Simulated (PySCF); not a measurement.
C$_{4}$H$_{8}$AlBF$_{2}$: excited-state calculation

C$_{4}$H$_{8}$AlBF$_{2}$, computed with TDDFT CAM-B3LYP/def2-SVPD, vertical, gas phase, core orbitals frozen in the response (PySCF 2.14.0).

The geometry comes from this level: GFN2-xTB. It belongs to a series of runs on one base structure; here: H on C replaced by BF2.

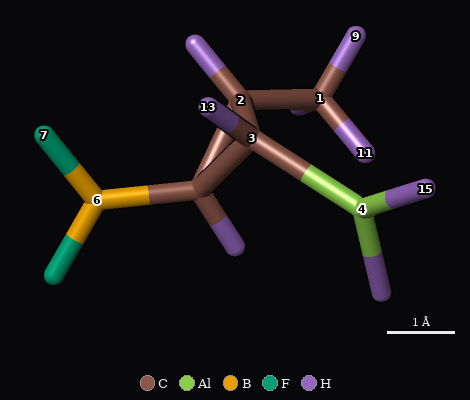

The structure (stick view, seen at a tilt; atoms are numbered from 1 in the order of the input). Sticks mark near contacts. Bond lengths as drawn: Al–C 1.99 Å, Al–H 1.54 to 1.55 Å, B–C 1.54 Å, B–F 1.32 Å, C–C 1.50 to 1.55 Å and C–H 1.09 to 1.10 Å.

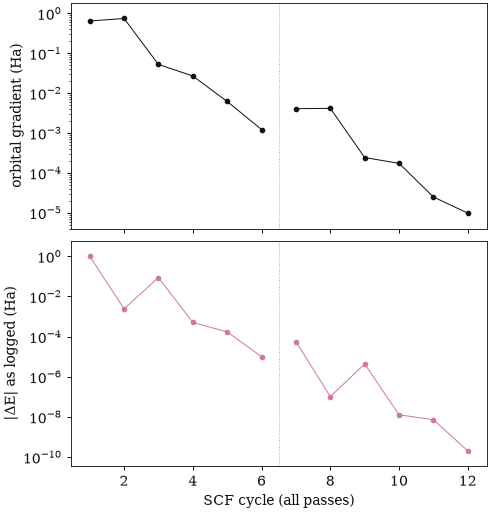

Convergence of the self-consistent field: orbital gradient and size of the energy change against the SCF cycle. The dotted line marks the change from a coarse to the final integration grid. The first 6 cycles use a coarse grid, the final grid takes over at cycle 7, and the field converges after 12 cycles in all.

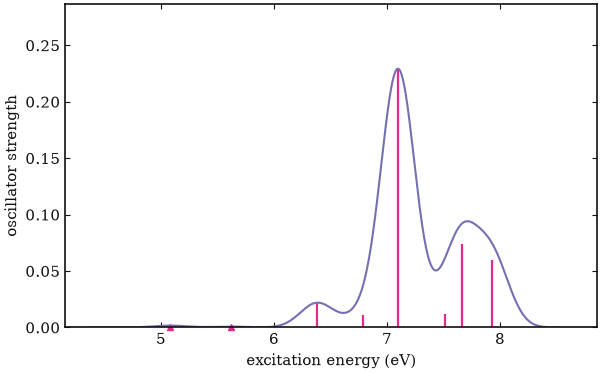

Computed excitations as sticks (degenerate states added up, dark ones marked on the axis), with a Gaussian envelope of 0.35 eV full width at half maximum, scaled to the tallest. Of the 8 states the lowest lies at 5.08 eV (f = 0.002); the strongest line is at 7.10 eV, or 175 nm (f = 0.229).

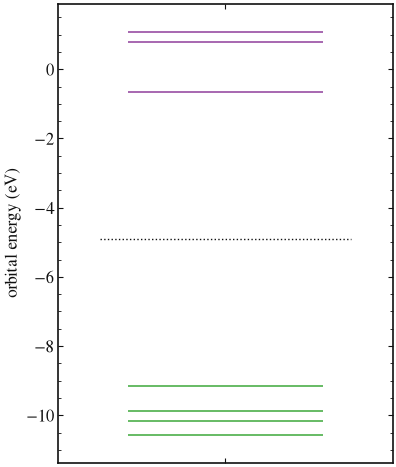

Orbital energies near the frontier; the dotted line parts filled from empty levels, and levels within 0.02 eV of each other stand side by side. Highest filled −9.16 eV, lowest empty −0.66 eV, 8.50 eV apart.

These pictures come from the run below.

Input file
```
{"job": {"kind": "uv", "xc": "CAM-B3LYP", "basis": "def2-SVPD", "nstates": 8, "ntriplets": 3}, "charge": 0, "multiplicity": 1}
C     -0.294093     1.471567     1.123612
C     -0.569754     0.037132     0.759359
C      0.556266    -0.828438     0.291185
Al     2.251065     0.081076    -0.217426
C     -0.526980    -0.328745    -0.704603
B     -1.524783    -1.333410    -1.308464
F     -2.071684    -2.314193    -0.607033
F     -1.909916    -1.305776    -2.573777
H     -0.058271     1.556694     2.183284
H     -1.153165     2.104624     0.907478
H      0.565872     1.834716     0.546458
H     -1.351254    -0.430048     1.350056
H      0.437712    -1.881030     0.552687
H      2.213592     1.159764    -1.334214
H      3.624689    -0.299619     0.375570
H     -0.196894     0.484631    -1.355583
```

The first line tells a small driver script what to run in PySCF; the rest is the geometry in Å.

Command:
```bash
OMP_NUM_THREADS=1 python <driver script> task.json out
```

The program's output
```
coarse grid: 14192 points
cycle   1  E = -623.6241318649  dE =  1.017e+00  |g| = 6.478e-01  |ddm| = 7.064e+00
cycle   2  E = -623.6217119439  dE =  2.420e-03  |g| = 7.477e-01  |ddm| = 1.608e+00
cycle   3  E = -623.7095677389  dE = -8.786e-02  |g| = 5.253e-02  |ddm| = 6.804e-01
cycle   4  E = -623.7100742443  dE = -5.065e-04  |g| = 2.703e-02  |ddm| = 1.856e-01
cycle   5  E = -623.7102467077  dE = -1.725e-04  |g| = 6.193e-03  |ddm| = 5.122e-02
cycle   6  E = -623.7102566978  dE = -9.990e-06  |g| = 1.228e-03  |ddm| = 1.545e-02
final grid: 134120 points
cycle   7  E = -623.8029218027  dE = -5.656e-05  |g| = 4.088e-03  |ddm| = 1.119e-01
cycle   8  E = -623.8029219053  dE = -1.026e-07  |g| = 4.171e-03  |ddm| = 1.629e-02
cycle   9  E = -623.8029262550  dE = -4.350e-06  |g| = 2.432e-04  |ddm| = 7.286e-03
cycle  10  E = -623.8029262677  dE = -1.271e-08  |g| = 1.738e-04  |ddm| = 1.101e-03
cycle  11  E = -623.8029262750  dE = -7.257e-09  |g| = 2.498e-05  |ddm| = 4.087e-04
cycle  12  E = -623.8029262752  dE = -2.035e-10  |g| = 9.794e-06  |ddm| = 9.364e-05
converged SCF energy = -623.8029262752

Static polarisability (au): isotropic 84.976, principal 76.016 82.085 96.828

Singlet excitations
state   eV       nm        f      main configurations
  1   5.0808    244.0   0.00169   H->L 0.93
  2   5.6235    220.5   0.00073   H-1->L 0.62, H-2->L 0.34
  3   6.3815    194.3   0.02188   H-2->L 0.58, H-1->L 0.34
  4   6.7907    182.6   0.01091   H-3->L 0.87
  5   7.0977    174.7   0.22927   H->L+1 0.42, H->L+2 0.41, H->L+3 0.10
  6   7.5103    165.1   0.01184   H->L+2 0.33, H->L+1 0.28, H-1->L+2 0.14
  7   7.6633    161.8   0.07406   H-1->L+2 0.25, H-1->L+1 0.17, H->L+1 0.15
  8   7.9332    156.3   0.06008   H->L+3 0.51, H->L+5 0.13

Triplet excitations (Tamm-Dancoff, eV): 4.7527 5.1803 6.1072
```

Key numbers

```json
{"quantity": "outcome", "value": "converged"}
{"quantity": "total energy", "value": "−623.802926 hartree"}
{"quantity": "HOMO", "value": "−9.16 eV"}
{"quantity": "LUMO", "value": "−0.66 eV"}
{"quantity": "dipole moment", "value": "2.17 D"}
{"quantity": "mean polarisability", "value": "84.98 a.u."}
{"quantity": "lowest singlet excitation", "value": "5.08 eV"}
{"quantity": "hardware", "value": "1 CPU thread, shared host"}
{"quantity": "wall time", "value": "63 s"}
{"quantity": "peak memory", "value": "1.1 GiB"}
```
